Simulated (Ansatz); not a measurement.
# BHClF: nudged elastic band

System: BHClF.
Method: RKS B3LYP/def2-SVP (Ansatz 0.2.0).

One setting was made poor on purpose. It belongs to a series of runs on one base structure; here: band between the two ends. Figures and captions count atoms from 1; the log counts them from 0 in places.

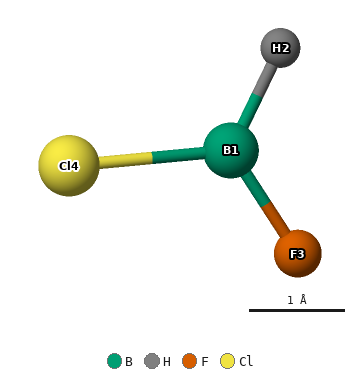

Figure 1. The starting structure (ball-and-stick view, seen at a tilt; atoms are numbered from 1 in the order of the input).

## Key numbers

```tsv
quantity	value
outcome	converged
barrier, forward	4.840 eV
barrier, backward	0.433 eV
hardware	1 thread of Arm Neoverse V1, 24 GiB of memory available, shared host
wall time	70 s
peak memory	0.098 GiB
```

## Notes

A deliberately poor setting: loose force. The order of the saddle point was not checked.

## Input
```yaml
crystal:
  periodic: [false, false, false]
  atoms:
    - { symbol: B, position_ang: [0.252777, 0.0, 0.187638] }
    - { symbol: H, position_ang: [0.217389, 0.0, 1.387322] }
    - { symbol: F, position_ang: [1.408786, 0.0, -0.438093] }
    - { symbol: Cl, position_ang: [-1.222951, 0.0, -0.758068] }
basis:
  gaussian: { orbitals: def2-SVP }
hamiltonian:
  xc: b3lyp
neb:
  order_check: false
  images: 7
  f_tol: 0.5
  max_iterations: 60
  final_atoms:
    - { symbol: B, position_ang: [-0.60409501, -0.00115175, -0.20217985] }
    - { symbol: H, position_ang: [1.27624914, 0.00044794, 0.54978444] }
    - { symbol: F, position_ang: [2.15699611, 0.00040068, 0.88511348] }
    - { symbol: Cl, position_ang: [-2.17314925, 0.00030313, -0.85391907] }
  initial_path:
    images:
      - { positions_ang: [[0.252777, 0.0, 0.187638], [0.217389, 0.0, 1.387322], [1.408786, 0.0, -0.438093], [-1.222951, 0.0, -0.758068]] }
      - { positions_ang: [[0.18963384, 0.0, 0.14064029], [0.35078915, 0.0, 1.33285774], [1.4349391, 0.0, -0.29269409], [-1.31936108, 0.0, -0.80200495]] }
      - { positions_ang: [[0.12649067, 0.0, 0.09364259], [0.4841893, 0.0, 1.27839348], [1.46109219, 0.0, -0.14729517], [-1.41577117, 0.0, -0.84594189]] }
      - { positions_ang: [[0.06334751, 0.0, 0.04664488], [0.61758945, 0.0, 1.22392922], [1.48724529, 0.0, -0.00189626], [-1.51218125, 0.0, -0.88987884]] }
      - { positions_ang: [[0.00020435, 0.0, -0.00035282], [0.7509896, 0.0, 1.16946495], [1.51339839, 0.0, 0.14350266], [-1.60859133, 0.0, -0.93381579]] }
      - { positions_ang: [[-0.15087049, -0.00028794, -0.05080958], [0.88230449, 0.00011199, 1.01454482], [1.67429782, 0.00010017, 0.32890536], [-1.74973081, 7.578e-05, -0.91384161]] }
      - { positions_ang: [[-0.30194533, -0.00057588, -0.10126634], [1.01361937, 0.00022397, 0.8596247], [1.83519725, 0.00020034, 0.51430807], [-1.89087029, 0.00015156, -0.89386743]] }
      - { positions_ang: [[-0.45302017, -0.00086381, -0.15172309], [1.14493426, 0.00033596, 0.70470457], [1.99609668, 0.00030051, 0.69971078], [-2.03200977, 0.00022735, -0.87389325]] }
      - { positions_ang: [[-0.60409501, -0.00115175, -0.20217985], [1.27624914, 0.00044794, 0.54978444], [2.15699611, 0.00040068, 0.88511348], [-2.17314925, 0.00030313, -0.85391907]] }
```

Launch command:
```bash
ansatz run input.yaml --threads 1 --pin off --max-ram 2048MiB --backend cpu --events-out ev --progress --plain --runs-dir out
```

## Log
```
Engine: ansatz 0.2.0, aarch64-unknown-linux-gnu
Functional definition: B3LYP
  parameter a0 = 0.2
  parameter ax = 0.72
  parameter ac = 0.81
  exchange = (1 - a0 - ax)*slater_x + ax*b88_x + a0*exact_x
  correlation = (1 - ac)*vwn_rpa_c + ac*lyp_c
529 factors; integrals over basis functions are off by at most 4.6e-4 eV
mean field evaluation 1: about -15927.5382 eV, gradient 2.4e1 eV
mean field evaluation 2: about -15926.3643 eV, gradient 3.8e1 eV
mean field evaluation 4: about -15928.4976 eV, gradient 5.6e-1 eV
mean field evaluation 8: about -15928.4995 eV, gradient 5.0e-3 eV
mean field -15928.49945731 eV, -585.3615583315 hartree, gradient 3.1e-5 eV, S^2 0.000000; 0 other end points of the search recorded, 0 dependent functions left out
the calculation of the forces begins
reference -15928.49962673 eV, -585.3615645575 hartree; 16, 16 occupied and 35, 35 virtual orbitals, 529 factors
529 factors; integrals over basis functions are off by at most 1.2e-3 eV
mean field evaluation 16: about -15920.6969 eV, gradient 4.8e1 eV
mean field -15924.09315843 eV, -585.1996298343 hartree, gradient 1.2e-5 eV, S^2 0.000000; 0 other end points of the search recorded, 0 dependent functions left out
[... from here on the field's lines of each further geometry are left out, up to the last ...]
NEB iter   1: max|band force component| = 6.783e0 eV/Å  barrier→ = 6.2249 eV  barrier← = 1.8186 eV  Δτ_max = 0.1989 Å  (213 SCF iters)
NEB iter   2: max|band force component| = 2.818e0 eV/Å  barrier→ = 5.5308 eV  barrier← = 1.1245 eV  Δτ_max = 0.1964 Å  (189 SCF iters)
NEB iter   3: max|band force component| = 2.384e0 eV/Å  barrier→ = 5.1334 eV  barrier← = 0.7271 eV  Δτ_max = 0.1921 Å  (186 SCF iters)
NEB iter   4: max|band force component| = 2.091e0 eV/Å  barrier→ = 5.0553 eV  barrier← = 0.6490 eV  Δτ_max = 0.2000 Å  (198 SCF iters)
NEB iter   5: max|band force component| = 1.190e1 eV/Å  barrier→ = 6.4126 eV  barrier← = 2.0063 eV  Δτ_max = 0.1021 Å  (196 SCF iters)
NEB iter   6: max|band force component| = 5.997e0 eV/Å  barrier→ = 5.0747 eV  barrier← = 0.6684 eV  Δτ_max = 0.1700 Å  (185 SCF iters)
NEB iter   7: max|band force component| = 5.596e0 eV/Å  barrier→ = 4.9288 eV  barrier← = 0.5225 eV  Δτ_max = 0.1158 Å  (188 SCF iters)
NEB iter   8: max|band force component| = 2.009e0 eV/Å  barrier→ = 4.8762 eV  barrier← = 0.4699 eV  Δτ_max = 0.0865 Å  (178 SCF iters)
the calculation of the forces begins
reference -15924.08529630 eV, -585.1993409063 hartree; 16, 16 occupied and 35, 35 virtual orbitals, 530 factors
529 factors; integrals over basis functions are off by at most 1.2e-3 eV
mean field evaluation 608: about -15921.2844 eV, gradient 3.5e1 eV
mean field -15923.65973967 eV, -585.1837019886 hartree, gradient 9.0e-6 eV, S^2 0.000000; 1 other end points of the search recorded, 0 dependent functions left out
the calculation of the forces begins
reference -15923.65991623 eV, -585.1837084771 hartree; 16, 16 occupied and 35, 35 virtual orbitals, 529 factors
NEB iter   9: max|band force component| = 4.777e-1 eV/Å  barrier→ = 4.8397 eV  barrier← = 0.4334 eV  CI = image 3  Δτ_max = 0.0000 Å  (348 SCF iters)
```

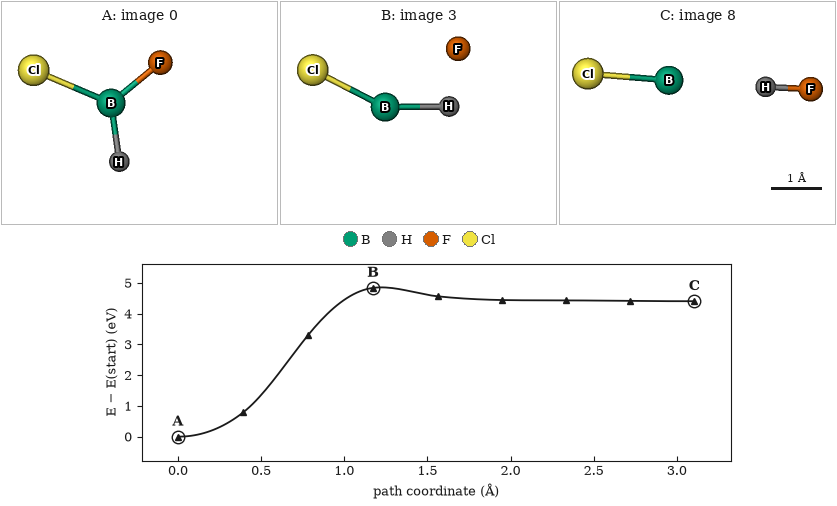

Figure 2. Images of the last band (counted from 0; ball-and-stick, seen at a tilt) above the energy along the path; the line is a cubic interpolation that uses the forces. The highest image is number 3, 4.840 eV above the start and 0.433 eV above the end (the climbing image); the end lies 4.406 eV above the start. The path is 3.11 Å long. The band converged in 9 iterations.

```
Total energy: -15923.65991623 eV, -585.1837084771 hartree
Atom 0 at    -0.355844    -0.000085     0.374616 Å, force     0.379473     0.000015    -0.008643 eV/Å
Atom 1 at     0.836923    -0.000079     0.975211 Å, force    -0.231189    -0.000058     0.335301 eV/Å
Atom 2 at     1.536649     0.000137     0.017268 Å, force    -0.275816     0.000022    -0.325223 eV/Å
Atom 3 at    -1.361727     0.000027    -0.988296 Å, force     0.127531     0.000021    -0.001436 eV/Å
Dipole moment:    -0.436541    -0.000021    -0.124170 e Å
this run last wrote the band of iteration 9 to [file]
```

## The last band as extended XYZ (Å, eV, eV/Å)
```
4
Properties=species:S:1:pos:R:3:forces:R:3 image=0 energy=-15928.49946
B     0.2528    0.0000    0.1876    0.0180   0.0000  -0.0013
H     0.2174    0.0000    1.3873    0.0002   0.0000  -0.0040
F     1.4088    0.0000   -0.4381   -0.0139   0.0000   0.0078
Cl   -1.2230    0.0000   -0.7581   -0.0043   0.0000  -0.0026
4
Properties=species:S:1:pos:R:3:forces:R:3 image=1 energy=-15927.71217
B     0.0963    0.0001    0.2098    2.4832  -0.0016  -0.7719
H     0.4861   -0.0001    1.3207   -2.2736   0.0005   1.8369
F     1.3591    0.0000   -0.2667   -0.6754   0.0006  -1.8535
Cl   -1.2855    0.0000   -0.8850    0.4658   0.0004   0.7884
4
Properties=species:S:1:pos:R:3:forces:R:3 image=2 energy=-15925.19343
B    -0.1190    0.0000    0.2824    4.0457   0.0002  -1.5072
H     0.6913    0.0000    1.1580   -2.5654  -0.0002   3.1875
F     1.4208    0.0000   -0.1151   -1.9312   0.0001  -2.4157
Cl   -1.3372    0.0000   -0.9465    0.4509   0.0000   0.7355
4
Properties=species:S:1:pos:R:3:forces:R:3 image=3 energy=-15923.65974
B    -0.3558   -0.0001    0.3746    0.3795   0.0000  -0.0086
H     0.8369   -0.0001    0.9752   -0.2312  -0.0001   0.3353
F     1.5366    0.0001    0.0173   -0.2758   0.0000  -0.3252
Cl   -1.3617    0.0000   -0.9883    0.1275   0.0000  -0.0014
4
Properties=species:S:1:pos:R:3:forces:R:3 image=4 energy=-15923.93488
B    -0.6070   -0.0002    0.4371   -0.5681  -0.0002   0.1073
H     0.9933   -0.0001    0.8448    0.2578   0.0000   0.1902
F     1.6726    0.0003    0.1543    0.4579   0.0001  -0.1122
Cl   -1.4029    0.0001   -1.0575   -0.1475   0.0000  -0.1853
4
Properties=species:S:1:pos:R:3:forces:R:3 image=5 energy=-15924.05527
B    -0.7280   -0.0003    0.3488   -0.0211  -0.0002   0.0951
H     1.0909   -0.0002    0.8169    0.1021   0.0002   0.0372
F     1.8969    0.0004    0.3140    0.0402  -0.0001   0.0111
Cl   -1.6038    0.0000   -1.1008   -0.1213   0.0001  -0.1433
4
Properties=species:S:1:pos:R:3:forces:R:3 image=6 energy=-15924.06613
B    -0.7497    0.0000    0.1930    0.3778  -0.0007   0.3489
H     1.1618   -0.0008    0.7725    0.0607   0.0011   0.0183
F     2.0699    0.0009    0.5111   -0.0845  -0.0007   0.0090
Cl   -1.8260   -0.0001   -1.0979   -0.3540   0.0003  -0.3762
4
Properties=species:S:1:pos:R:3:forces:R:3 image=7 energy=-15924.08512
B    -0.6709   -0.0007   -0.0070    0.0088   0.0000  -0.0192
H     1.2135   -0.0003    0.7036    0.0097   0.0001  -0.0072
F     2.1560    0.0008    0.6914    0.0009  -0.0001   0.0183
Cl   -2.0426    0.0002   -1.0092   -0.0194   0.0000   0.0082
4
Properties=species:S:1:pos:R:3:forces:R:3 image=8 energy=-15924.09316
B    -0.6041   -0.0012   -0.2022   -0.0143   0.0010  -0.0089
H     1.2762    0.0004    0.5498    0.0232  -0.0009   0.0099
F     2.1570    0.0004    0.8851   -0.0231   0.0004  -0.0086
Cl   -2.1731    0.0003   -0.8539    0.0141  -0.0005   0.0076
```
